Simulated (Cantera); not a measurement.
Feed: 1 mol C, 3.6 mol H2O, 4.5 mol H2, 0.13 mol CO2, equilibrated at 61500 Torr.

Equilibrium computed with Cantera from the NASA thermochemical tables; the gas is ideal and each condensed phase is pure. Candidate condensed phases: C, C6H6, C7H8, C8H18, H2O; 110 gas species. The ideal-gas law is rough above about 30 bar. Equilibrium is a limit: real reactors are often held back by kinetics, nucleation or transport.

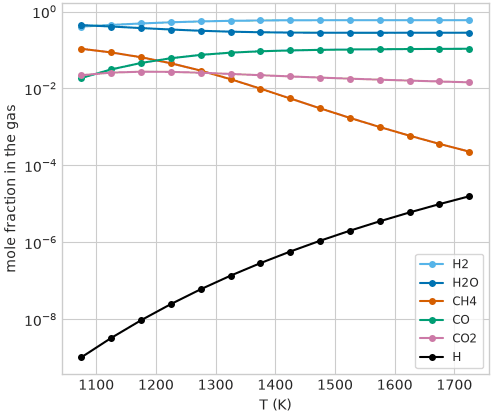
Figure: Equilibrium gas composition (values under 1e-9 drawn at 1e-9)

### Question
Read off the mole fractions at 1225 K.

### Answer
H2 about 0.53, H2O about 0.34, CO about 0.061, CH4 about 0.045, CO2 about 0.027, H about 2.5e-8.
